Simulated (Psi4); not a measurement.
**C3HF (SMILES C#C[C]F): UB3LYP/6-31G(d) (spherical functions)**

Aim: the vertical ionisation energy of C3HF at UB3LYP/6-31G* (spherical functions), from 2 runs. 

The calculation is run with Psi4 1.11.

### 1 The structure to begin with

C3HF has 5 atoms, charge 0, and is taken as a triplet. As SMILES, `C#C[C]F`. Geometry: relaxed at GFN2-xTB.

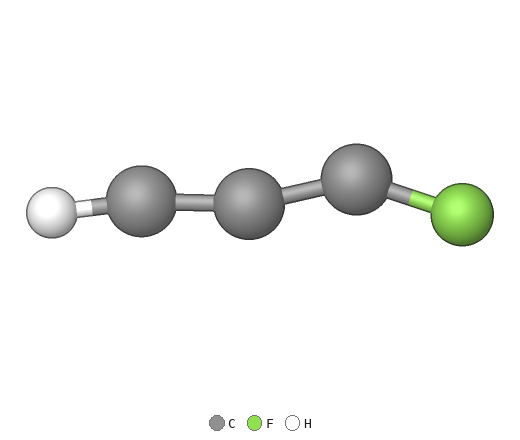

The structure, seen from a chosen angle (carbon grey, fluorine green, hydrogen white).

### 2 Energy and forces at UB3LYP/6-31G(d) (spherical functions)

Input file job.in:

```
memory 1600 MB

molecule m {
  0 3
  C      0.726070     1.066410    -0.031300
  C      0.005460     0.038920    -0.012300
  C     -0.498130    -1.109760     0.228360
  F     -1.381130    -2.017410    -0.071200
  H      1.147740     2.021840    -0.113560
  units angstrom
  symmetry c1
  no_reorient
  no_com
}

set {
  reference            uks
  puream               true
  e_convergence        1e-09
  d_convergence        1e-08
  scf_type             pk
  dft_radial_points    99
  dft_spherical_points 590
  maxiter              200
}

result, w = gradient("b3lyp/6-31G*", return_wfn=True)
oeprop(w, "LOWDIN_CHARGES", "WIBERG_LOWDIN_INDICES", "MAYER_INDICES", title="B3LYP")
```

Command:

```
psi4 job.in job.out -n 1
```

job.out, cut to the lines that bear on the results:

```text
[...]
  Running in c1 symmetry.
[...]
  Nuclear repulsion =   85.122048341258377
[...]
  Multiplicity = 3
[...]
  Nalpha       = 15
  Nbeta        = 13
[...]
    Number of basis functions: 58
[...]
   @UKS iter   1:  -214.32810371311700   -2.27316e-01   1.01931e-02 DIIS/ADIIS
[...]
   @UKS iter  14:  -214.54264932047474   -6.62226e-12   6.18291e-09 DIIS
[...]
   @S^2 Observed:                2.060093903E+00
[...]
    Orbital Energies [Eh]
    ---------------------
    Alpha Occupied:
       1A    -24.762427     2A    -10.293278     3A    -10.216608
       4A    -10.212030     5A     -1.280823     6A     -0.809149
       7A     -0.713099     8A     -0.606301     9A     -0.535530
      10A     -0.511778    11A     -0.508574    12A     -0.348017
      13A     -0.346854    14A     -0.230677    15A     -0.206088
    Alpha Virtual:
      16A      0.014445    17A      0.099694    18A      0.120889
      19A      0.171260    20A      0.375671    21A      0.406667
      22A      0.452376    23A      0.486425    24A      0.488672
      25A      0.556722    26A      0.567616    27A      0.639235
[...]
  @UKS Final Energy:  -214.54264932047474
   => Energetics <=
    Nuclear Repulsion Energy =             85.1220483412583775
    One-Electron Energy =                -461.1516699754213278
    Two-Electron Energy =                 183.3448171797096222
    DFT Exchange-Correlation Energy =     -21.8578448660214129
    Empirical Dispersion Energy =           0.0000000000000000
    VV10 Nonlocal Energy =                  0.0000000000000000
    Total Energy =                       -214.5426493204747374
[...]
 Multipole Moments:
 ------------------------------------------------------------------------------------
     Multipole            Electronic (a.u.)      Nuclear  (a.u.)        Total (a.u.)
 ------------------------------------------------------------------------------------
 L = 1.  Multiply by 2.5417464519 to convert [e a0] to [Debye]
 Dipole X            :         18.7996692          -18.6743303            0.1253390
 Dipole Y            :         30.9151126          -30.5406765            0.3744361
 Dipole Z            :         -0.7340520            0.6693410           -0.0647110
 Magnitude           :                                                    0.4001247
[...]
  -Total Gradient:
     Atom            X                  Y                   Z
    ------   -----------------  -----------------  -----------------
       1       -0.000013363619     0.000662767520     0.002783705726
       2       -0.003636019304    -0.014238174070     0.006621045997
       3        0.005410122448     0.029151806109    -0.015268525017
       4        0.004678729221    -0.001335674065     0.005821868149
       5       -0.006435240191    -0.014234336157     0.000045092002
[...]
```

Run time: 9 s. Hardware: 1 thread of AMD EPYC 9R45 (Zen 5), shared host; peak memory 0.63 GiB.

### 3 The doublet cation: the energy at UB3LYP/6-31G(d) (spherical functions)

Input file calc.inp:

```
memory 1600 mb

molecule system {
  1 2
  C      0.726070     1.066410    -0.031300
  C      0.005460     0.038920    -0.012300
  C     -0.498130    -1.109760     0.228360
  F     -1.381130    -2.017410    -0.071200
  H      1.147740     2.021840    -0.113560
  symmetry c1
  no_reorient
  no_com
}

set basis 6-31G*
set reference uks
set puream true
set e_convergence 1e-09
set d_convergence 1e-08
set scf_type pk
set dft_radial_points 99
set dft_spherical_points 590
set maxiter 200

e_tot, wfn = energy("b3lyp", return_wfn=True)
oeprop(wfn, "DIPOLE", "QUADRUPOLE", "MULLIKEN_CHARGES", title="B3LYP")
```

Command:

```
psi4 -n 1 calc.inp calc.out
```

calc.out, cut to the lines that bear on the results:

```text
[...]
  Running in c1 symmetry.
[...]
  Nuclear repulsion =   85.122048341258377
[...]
  Multiplicity = 2
[...]
  Nalpha       = 14
  Nbeta        = 13
[...]
    Number of basis functions: 58
[...]
   @UKS iter   1:  -214.09776139426083    3.02584e-03   8.16862e-03 ADIIS/DIIS
[...]
   @UKS iter  19:  -214.22991951902162   -1.50635e-12   2.37663e-09 DIIS
[...]
   @S^2 Observed:                7.783385216E-01
[...]
  @UKS Final Energy:  -214.22991951902162
   => Energetics <=
    Nuclear Repulsion Energy =             85.1220483412583775
    One-Electron Energy =                -452.8528270237433730
    Two-Electron Energy =                 175.0252717730492691
    DFT Exchange-Correlation Energy =     -21.5244126095858981
    Empirical Dispersion Energy =           0.0000000000000000
    VV10 Nonlocal Energy =                  0.0000000000000000
    Total Energy =                       -214.2299195190216210
[...]
 Multipole Moments:
 ------------------------------------------------------------------------------------
     Multipole            Electronic (a.u.)      Nuclear  (a.u.)        Total (a.u.)
 ------------------------------------------------------------------------------------
 L = 1.  Multiply by 2.5417464519 to convert [e a0] to [Debye]
 Dipole X            :         18.8240172          -18.6743303            0.1496869
 Dipole Y            :         30.7230102          -30.5406765            0.1823337
 Dipole Z            :         -0.6544594            0.6693410            0.0148816
 Magnitude           :                                                    0.2363751
 L = 2.  Multiply by 1.3450342976 to convert [e a0^2] to [Debye ang]
 Quadrupole XX       :        -93.7520389           82.6238467          -11.1281923
 Quadrupole XY       :       -121.2367141          126.2768850            5.0401710
[...]
  Mulliken Charges: (a.u.)
   Center  Symbol    Alpha    Beta     Spin     Total
       1     C     3.26534  2.72319  0.54215  0.01147
       2     C     2.74040  2.99297 -0.25256  0.26663
       3     C     3.11473  2.44400  0.67073  0.44127
       4     F     4.56117  4.50066  0.06051 -0.06183
       5     H     0.31836  0.33918 -0.02082  0.34245
   Total alpha = 14.00000, Total beta = 13.00000, Total charge =  1.00000
    Psi4 run time: 0:00:09.03
```

Wall time 9.9 s (1 thread of AMD EPYC 9R45 (Zen 5), shared host); peak memory 0.63 GiB.

### 4 Summary of results

Level: UB3LYP/6-31G* (spherical functions).

| quantity | value |
| --- | --- |
| triplet C3HF: total energy | -214.54265 Eh |
| triplet C3HF: dipole moment | 1.02 D |
| triplet C3HF: HOMO energy (highest over α and β) | -5.61 eV |
| triplet C3HF: LUMO energy (lowest over α and β) | -2.38 eV |
| triplet C3HF: ⟨S²⟩ | 2.060 |
| triplet C3HF: largest force on an atom | 1.715 eV/Å |
| doublet cation: total energy | -214.22992 Eh |
| doublet cation: HOMO energy (highest over α and β) | -14.23 eV |
| doublet cation: LUMO energy (lowest over α and β) | -11.37 eV |
| doublet cation: ⟨S²⟩ | 0.778 |
| vertical ionisation energy (to the doublet cation) | 8.510 eV |

What this shows: Removing an electron at fixed nuclei costs 8.51 eV (821 kJ/mol). The largest force (triplet C3HF) is 1.71 eV/Å: the shape isn't a stationary point for this species at this level.
